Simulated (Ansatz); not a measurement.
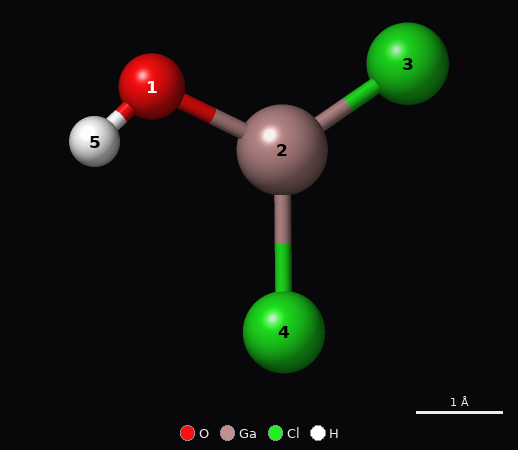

(Drawn from a calculation with Ansatz.)

Geometry: relaxed with PBE0-D4/def2-TZVP with one coordinate held away from its value at the minimum.

Give these bond angles: Ga2–O1–H5, O1–Ga2–Cl3, O1–Ga2–Cl4, Cl3–Ga2–Cl4.

```csv
angle,degrees
Ga2–O1–H5,112.8
O1–Ga2–Cl3,121.9
O1–Ga2–Cl4,115.3
Cl3–Ga2–Cl4,122.8
```
